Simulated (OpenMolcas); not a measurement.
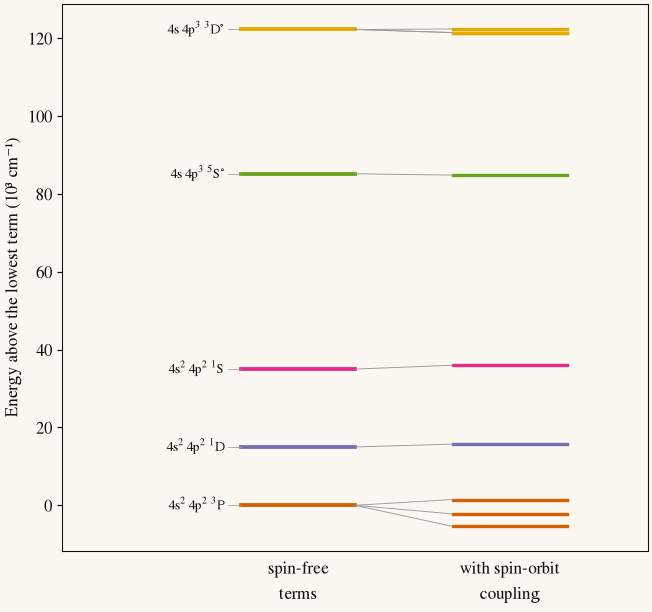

Figure 1. Terms of Kr⁴⁺ without and with spin-orbit coupling; the J values are left off. 4s² 4p² ³P (at 0) splits over 6,920 cm⁻¹ into J = 0, 1, 2 from the bottom up (normal); 4s² 4p² ¹D (at 15,000 cm⁻¹) gives the one level J = 2; 4s² 4p² ¹S (at 35,000 cm⁻¹) gives the one level J = 0; 4s 4p³ ⁵S° (at 85,200 cm⁻¹) gives the one level J = 2; 4s 4p³ ³D° (at 122,000 cm⁻¹) splits over 951 cm⁻¹ into J = 1, 2, 3 from the bottom up (normal). The ground level lies 5,430 cm⁻¹ below the lowest term.

# Multiconfigurational calculation: Kr⁴⁺ (part 1 of 2)

- system: Kr⁴⁺.
- method: state-averaged RASSCF, active space 4 electrons in the shells 4s 4p 4d; RAS3 4d with at most 2 electrons, basis ANO-R2, X2C scalar Hamiltonian, spin-orbit coupling by RASSI with atomic mean-field integrals (OpenMolcas)

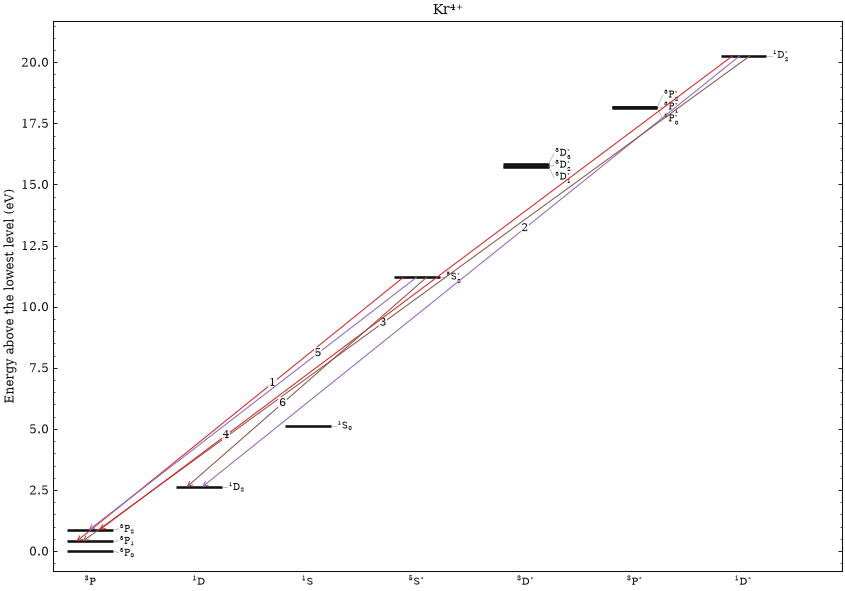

Figure 2. Levels of Kr V with 6 numbered transitions. Rates are at computed energies.

```
No.        Upper        Lower  Type  λ (vacuum)  A (s⁻¹)
  1  4s 4p³ ⁵S°₂  4s² 4p² ³P₁    E1      115 nm  5.6×10⁵
  2  4s 4p³ ¹D°₂  4s² 4p² ¹D₂    E1     70.3 nm  1.9×10⁹
  3  4s 4p³ ¹D°₂  4s² 4p² ³P₁    E1     62.4 nm  9.3×10⁶
  4  4s 4p³ ¹D°₂  4s² 4p² ³P₂    E1     63.9 nm  3.3×10⁷
  5  4s 4p³ ⁵S°₂  4s² 4p² ³P₂    E1      120 nm  1.1×10⁶
  6  4s 4p³ ⁵S°₂  4s² 4p² ¹D₂    E1      145 nm  1.8×10⁴
```

Line 2 has the largest rate; it falls in the extreme ultraviolet region.

Input and output of the run follow.

## Input
```
&GATEWAY
Coord
1

Kr 0.0 0.0 0.0
Basis=ANO-R2
Group=XYZ
NoMove
AngMom=0.0 0.0 0.0
AMFI
&SEWARD
&RASSCF
FileOrb=start.orb
Symmetry=1
Spin=3
nActEl=4 0 0
Inactive=8 6
Ras2=1 3
CIRoot=6 6 1
SDav=6
CIMx=300
Iter=120 100
PrWF=0.3
OrbListing=Nothing
MaxOrb=0
Atom
>>> COPY $Project.JobIph JOBPRE
&RASSCF
FileOrb=start.orb
Symmetry=1
Spin=3
nActEl=4 0 2
Inactive=8 6
Ras2=1 3
Ras3=5 0
CIRoot=6 6 1
SDav=211
CIMx=300
Iter=120 100
PrWF=0.3
OrbListing=Nothing
MaxOrb=0
Thrs=2.0e-7 1.0e-1 5.0e-4
Atom
>>> COPY $Project.JobIph JOB001
&RASSCF
FileOrb=start.orb
Symmetry=1
Spin=1
nActEl=4 0 2
Inactive=8 6
Ras2=1 3
Ras3=5 0
CIRoot=12 12 1
SDav=192
CIMx=300
Iter=120 100
PrWF=0.3
OrbListing=Nothing
MaxOrb=0
Thrs=2.0e-7 1.0e-1 5.0e-4
Atom
>>> COPY $Project.JobIph JOB002
&RASSCF
FileOrb=start.orb
Symmetry=2
Spin=5
nActEl=4 0 2
Inactive=8 6
Ras2=1 3
Ras3=5 0
CIRoot=1 1 1
SDav=36
CIMx=300
Iter=120 100
PrWF=0.3
OrbListing=Nothing
MaxOrb=0
Thrs=2.0e-7 1.0e-1 5.0e-4
Atom
>>> COPY $Project.JobIph JOB003
&RASSCF
FileOrb=start.orb
Symmetry=2
Spin=3
nActEl=4 0 2
Inactive=8 6
Ras2=1 3
Ras3=5 0
CIRoot=9 9 1
SDav=174
CIMx=300
Iter=120 100
PrWF=0.3
OrbListing=Nothing
MaxOrb=0
Thrs=2.0e-7 1.0e-1 5.0e-4
Atom
>>> COPY $Project.JobIph JOB004
&RASSCF
FileOrb=start.orb
Symmetry=2
Spin=1
nActEl=4 0 2
Inactive=8 6
Ras2=1 3
Ras3=5 0
CIRoot=8 8 1
SDav=138
CIMx=300
Iter=120 100
PrWF=0.3
OrbListing=Nothing
MaxOrb=0
Thrs=2.0e-7 1.0e-1 5.0e-4
Atom
>>> COPY $Project.JobIph JOB005
&RASSI
NrOfJobIphs=5 6 12 1 9 8
1 2 3 4 5 6
1 2 3 4 5 6 7 8 9 10 11 12
1
1 2 3 4 5 6 7 8 9
1 2 3 4 5 6 7 8
IphNames
JOB001
JOB002
JOB003
JOB004
JOB005
EJob
SpinOrbit
DIPRint=1.0
SOCoupling=1000.0
Subsets=2
MEES
Property=10
'ANGMOM' 1 'ANGMOM' 2 'ANGMOM' 3 'MLTPL  1' 1 'MLTPL  1' 2 'MLTPL  1' 3
'AMFI' 1 'AMFI' 2 'AMFI' 3 'MLTPL  2' 6
SOProperty=3
'ANGMOM' 1 'ANGMOM' 2 'ANGMOM' 3
```

The file start.orb holds starting orbitals from an earlier step. A driver script formed the levels outside the program, from RASSI's spin-orbit matrix and the active-space energies, averaged over the components of each term or state.

## Output (extracts)
```
--- SEWARD ---
Basis set label: KR.ANO-R...6S5P4D3F1G.

      Electronic valence basis set:
      ------------------
      Associated Effective Charge  36.000000 au
      Associated Actual Charge     36.000000 au
      Nuclear Model: Finite nucleus - Gaussian distribution
        Gaussian exponent, Xi/bohr**(-2):  2.34612E+08

      Shell  nPrim  nBasis  Cartesian Spherical Contaminant
         s      21       6        X
         p      15       5        X
         d       9       4                 X
         f       6       3                 X
         g       4       1                 X
                  Relativistic X2C integrals
                  Atomic mean-field integrals
--- RASSCF ---
Wave function specifications:
      -----------------------------

      Number of closed shell electrons          28
      Number of electrons in active shells       4
      Max number of holes in RAS1 space          0
      Max nr of electrons in RAS3 space          2
      Number of inactive orbitals               14
      Number of active orbitals                  9
      Number of secondary orbitals              48
      Spin quantum number                      1.0
      State symmetry                             1
Orbital specifications:
      -----------------------

      Symmetry species                           1   2
                                                ag  au
      Frozen orbitals                            0   0
      Inactive orbitals                          8   6
      Active orbitals                            6   3
      RAS1 orbitals                              0   0
      RAS2 orbitals                              1   3
      RAS3 orbitals                              5   0
      Secondary orbitals                        21  27
      Deleted orbitals                           0   0
      Number of basis functions                 35  36
      Number of CSFs                           211
      Number of root(s) required                 6
      Iter CI   SX   CI       RASSCF       Energy    max ROT     max BLB   max BLB  Level Ln srch  Step   QN
          iter iter root      energy       change     param      element    value   shift minimum  type update
 Nr of preliminary CI iterations:   1
      Total energies have been shifted. Add                -2000.00 au
        1   1    3    0  -783.25469102    0.00E+00   2.51E-06    9  15 1  4.07E-06   0.00   0.00    SX    NO
        2   1    3    0  -783.25469102   -8.64E-12   1.02E-06    9  15 1 -1.63E-06   0.00   0.00    SX    NO
        3   1    3    0  -783.25469102   -1.36E-12   4.33E-07    9  15 1  6.77E-07   0.00   0.00    SX    NO
        4   1    2    0  -783.25469102   -4.55E-13   1.84E-07    9  15 1 -2.93E-07   0.00   0.00    SX    NO
      Convergence after  4 iterations
        5   1    2    0  -783.25469102   -1.82E-12   1.84E-07    9  15 1  1.24E-07   0.00   0.00    SX    NO
      Natural orbitals and occupation numbers for root  1
      sym 1:   1.956255   0.007541   0.004468   0.005282   0.007541   0.005282
      sym 2:   0.993564   0.026504   0.993564
      Natural orbitals and occupation numbers for root  2
      sym 1:   1.956255   0.004468   0.007541   0.007541   0.005282   0.005282
      sym 2:   0.026504   0.993564   0.993564
      Natural orbitals and occupation numbers for root  3
      sym 1:   1.956255   0.007541   0.005282   0.004468   0.005282   0.007541
      sym 2:   0.993564   0.993564   0.026504
::    RASSCF root number  1 Total energy:  -2783.86631663
::    RASSCF root number  2 Total energy:  -2783.86631663
::    RASSCF root number  3 Total energy:  -2783.86631663
::    RASSCF root number  4 Total energy:  -2782.64306540
::    RASSCF root number  5 Total energy:  -2782.64306540
::    RASSCF root number  6 Total energy:  -2782.64306540
--- RASSCF ---
Wave function specifications:
      -----------------------------

      Number of closed shell electrons          28
      Number of electrons in active shells       4
      Max number of holes in RAS1 space          0
      Max nr of electrons in RAS3 space          2
      Number of inactive orbitals               14
      Number of active orbitals                  9
      Number of secondary orbitals              48
      Spin quantum number                      0.0
      State symmetry                             1
Orbital specifications:
      -----------------------

      Symmetry species                           1   2
                                                ag  au
      Frozen orbitals                            0   0
      Inactive orbitals                          8   6
      Active orbitals                            6   3
      RAS1 orbitals                              0   0
      RAS2 orbitals                              1   3
      RAS3 orbitals                              5   0
      Secondary orbitals                        21  27
      Deleted orbitals                           0   0
      Number of basis functions                 35  36
      Number of CSFs                           192
      Number of root(s) required                12
      Iter CI   SX   CI       RASSCF       Energy    max ROT     max BLB   max BLB  Level Ln srch  Step   QN
          iter iter root      energy       change     param      element    value   shift minimum  type update
 Nr of preliminary CI iterations:   1
      Total energies have been shifted. Add                -2000.00 au
        1   1    8    0  -783.18242650    0.00E+00   9.42E-03    9  12 2 -9.29E-03*  0.00   0.00    SX    NO
        2   1    9    0  -783.18287737   -4.51E-04*  2.53E-03    5  18 1 -1.42E-03*  0.00   0.00    SX    NO
        3   1    8    0  -783.18289197   -1.46E-05*  7.17E-04    5  18 1  9.00E-04*  0.00   0.00    SX    NO
        4   1    8    0  -783.18289332   -1.36E-06*  2.28E-04    5  18 1 -4.67E-04   0.00   0.00    SX    NO
        5   1    7    0  -783.18289349   -1.62E-07   7.65E-05    5  18 1  2.61E-04   0.00   0.83    QN   YES
      Convergence after  5 iterations
        6   1    7    0  -783.18289352   -3.34E-08   7.65E-05    5  18 1  1.39E-05   0.00   0.83    QN   YES
      Natural orbitals and occupation numbers for root  1
      sym 1:   1.957157   0.006033   0.002703   0.002544   0.005709   0.015731
      sym 2:   0.976314   1.008139   0.025671
      Natural orbitals and occupation numbers for root  2
      sym 1:   1.957157   0.003100   0.002680   0.014403   0.009970   0.002567
      sym 2:   0.155868   0.590405   1.263851
      Natural orbitals and occupation numbers for root  3
      sym 1:   1.957157   0.015718   0.006265   0.005490   0.002702   0.002544
      sym 2:   1.029614   0.026904   0.953606
::    RASSCF root number  1 Total energy:  -2783.79799798
::    RASSCF root number  2 Total energy:  -2783.79799798
::    RASSCF root number  3 Total energy:  -2783.79799798
::    RASSCF root number  4 Total energy:  -2783.79799798
::    RASSCF root number  5 Total energy:  -2783.79799798
::    RASSCF root number  6 Total energy:  -2783.70684745
::    RASSCF root number  7 Total energy:  -2782.61069748
::    RASSCF root number  8 Total energy:  -2782.61069748
::    RASSCF root number  9 Total energy:  -2782.61069748
::    RASSCF root number 10 Total energy:  -2782.61069748
::    RASSCF root number 11 Total energy:  -2782.61069748
::    RASSCF root number 12 Total energy:  -2782.44439751
--- RASSCF ---
Wave function specifications:
      -----------------------------

      Number of closed shell electrons          28
      Number of electrons in active shells       4
      Max number of holes in RAS1 space          0
      Max nr of electrons in RAS3 space          2
      Number of inactive orbitals               14
      Number of active orbitals                  9
      Number of secondary orbitals              48
      Spin quantum number                      2.0
      State symmetry                             2
Orbital specifications:
      -----------------------

      Symmetry species                           1   2
                                                ag  au
      Frozen orbitals                            0   0
      Inactive orbitals                          8   6
      Active orbitals                            6   3
      RAS1 orbitals                              0   0
      RAS2 orbitals                              1   3
      RAS3 orbitals                              5   0
      Secondary orbitals                        21  27
      Deleted orbitals                           0   0
      Number of basis functions                 35  36
      Number of CSFs                            36
      Number of root(s) required                 1
      Iter CI   SX   CI       RASSCF       Energy    max ROT     max BLB   max BLB  Level Ln srch  Step   QN
          iter iter root      energy       change     param      element    value   shift minimum  type update
 Nr of preliminary CI iterations:   1
      Total energies have been shifted. Add                -2000.00 au
        1   1    2    1  -783.47823669    0.00E+00   4.61E-08    9  15 1 -7.35E-08   0.00   0.00    SX    NO
        2   1    1    1  -783.47823669   -3.18E-12   0.00E+00    9  15 1  2.81E-08   0.00   0.00    SX    NO
        3   1    1    1  -783.47823669   -1.82E-12   0.00E+00    9  15 1  2.81E-08   0.00   0.00    SX    NO
        4   1    1    1  -783.47823669    3.64E-12   0.00E+00    9  15 1  2.81E-08   0.00   0.00    SX    NO
      Convergence after  4 iterations
        5   1    1    1  -783.47823669   -4.55E-13   0.00E+00    9  15 1  2.81E-08   0.00   0.00    SX    NO
      Natural orbitals and occupation numbers for root  1
      sym 1:   1.000000   0.003401   0.003401   0.003401   0.003401   0.003401
      sym 2:   0.994331   0.994331   0.994331
::    RASSCF root number  1 Total energy:  -2783.47823669
--- RASSCF ---
Wave function specifications:
      -----------------------------

      Number of closed shell electrons          28
      Number of electrons in active shells       4
      Max number of holes in RAS1 space          0
      Max nr of electrons in RAS3 space          2
      Number of inactive orbitals               14
      Number of active orbitals                  9
      Number of secondary orbitals              48
      Spin quantum number                      1.0
      State symmetry                             2
Orbital specifications:
      -----------------------

      Symmetry species                           1   2
                                                ag  au
      Frozen orbitals                            0   0
      Inactive orbitals                          8   6
      Active orbitals                            6   3
      RAS1 orbitals                              0   0
      RAS2 orbitals                              1   3
      RAS3 orbitals                              5   0
      Secondary orbitals                        21  27
      Deleted orbitals                           0   0
      Number of basis functions                 35  36
      Number of CSFs                           174
      Number of root(s) required                 9
      Iter CI   SX   CI       RASSCF       Energy    max ROT     max BLB   max BLB  Level Ln srch  Step   QN
          iter iter root      energy       change     param      element    value   shift minimum  type update
 Nr of preliminary CI iterations:   1
      Total energies have been shifted. Add                -2000.00 au
        1   1   10    0  -783.24421844    0.00E+00  -6.52E-02    8  11 2 -1.86E-02*  0.00   0.00    SX    NO
        2   1    9    0  -783.24833165   -4.11E-03*  1.27E-02    6  20 1 -5.51E-03*  0.00   0.00    SX    NO
        3   1    9    0  -783.24846816   -1.37E-04*  1.98E-03    6  20 1  3.02E-03*  0.00   0.00    SX    NO
        4   1    8    0  -783.24847467   -6.51E-06*  2.91E-04    6  20 1 -1.66E-03*  0.00   0.00    SX    NO
        5   1    8    0  -783.24847559   -9.18E-07*  4.76E-05    6  20 1  8.86E-04*  0.00   0.66    QN   YES
        6   1    5    0  -783.24847593   -3.37E-07* -2.03E-05    4  13 2 -1.23E-05   0.00   1.01    QN   YES
        7   1    4    0  -783.24847593   -3.96E-10   3.31E-06    7  10 1  1.15E-06   0.00   1.15    QN   YES
      Convergence after  7 iterations
        8   1    4    0  -783.24847593   -1.00E-11   3.31E-06    6  20 1  9.43E-08   0.00   1.15    QN   YES
      Natural orbitals and occupation numbers for root  1
      sym 1:   1.089958   0.004433   0.031946   0.008847   0.067968   0.012138
      sym 2:   0.901112   0.961177   0.922422
      Natural orbitals and occupation numbers for root  2
      sym 1:   1.089958   0.008868   0.030139   0.004412   0.013349   0.068563
      sym 2:   0.961818   0.902414   0.920479
      Natural orbitals and occupation numbers for root  3
      sym 1:   1.089958   0.067522   0.011382   0.033148   0.004448   0.008831
      sym 2:   0.960697   0.923716   0.900299
::    RASSCF root number  1 Total energy:  -2783.30924942
::    RASSCF root number  2 Total energy:  -2783.30924942
::    RASSCF root number  3 Total energy:  -2783.30924942
::    RASSCF root number  4 Total energy:  -2783.30924942
::    RASSCF root number  5 Total energy:  -2783.30924942
::    RASSCF root number  6 Total energy:  -2783.22544532
::    RASSCF root number  7 Total energy:  -2783.22544532
::    RASSCF root number  8 Total energy:  -2783.22544532
::    RASSCF root number  9 Total energy:  -2783.01370030
```

(Continued in part 2.) Outcome of the run: converged.
